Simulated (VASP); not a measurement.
Band structure of MgO (rock salt). Method: TPSS meta-GGA, VASP's PBE PAW potentials (set 64) (plane waves; VASP 6.6.1).

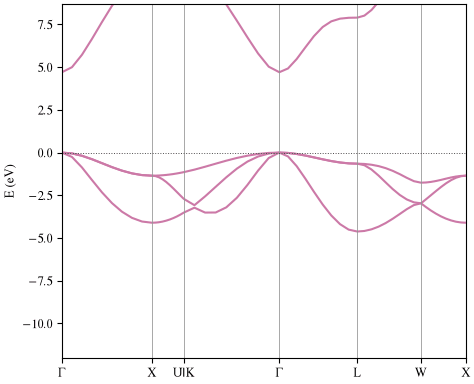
Fig. 1. Bands along high-symmetry lines, zero at the valence-band maximum or, without a gap, the Fermi level

Question: Read the plot: is there a gap, and where are the band edges?

Answer: The gap is direct, 4.70 eV, from the valence maximum at Γ to the conduction minimum at Γ.

Measured: gap 8.36 eV (computed value off by -3.66 eV), as given by Wei Chen et al., Physical Review Materials (2018), doi:10.1103/physrevmaterials.2.073803 [zero-point renormalisation of 0.53 eV added back (the table's ZPR column)].

The compound is MgO in the rock salt structure. It was relaxed first.
